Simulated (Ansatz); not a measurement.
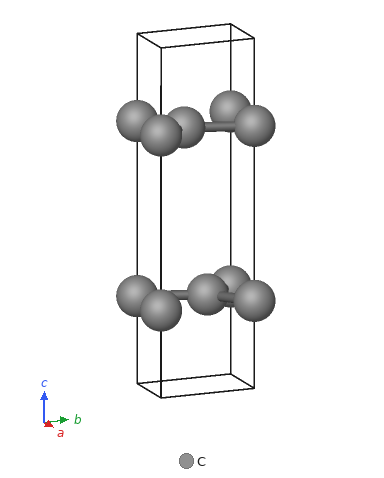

The crystal in a ball-and-stick representation, seen slightly off an axis. The parallelepiped is the conventional unit cell.

The box has a = 2.45 Å, b = 2.45 Å, c = 6.99 Å, α = 90.00°, β = 90.00°, γ = 120.00°.

Question: What is the cell content?

Answer: 4 (carbon), counting shared atoms by their share.

Question: Space group?

Answer: P6_3/mmc (No. 194), with C on 2b and C on 2c.

Question: Structure type?

Answer: Graphite type.

Question: What is C bonded to?

Answer: Three C in a trigonal planar arrangement at about 1.4 Å.

Question: What is the topology of the bonding, in broad terms?

Answer: The bonds build C layers parallel to (001).

Origin of the cell: a structure type known for this element. It was relaxed at fixed volume with Ansatz, DFT r2SCAN, scalar-relativistic, plane waves, PAW.
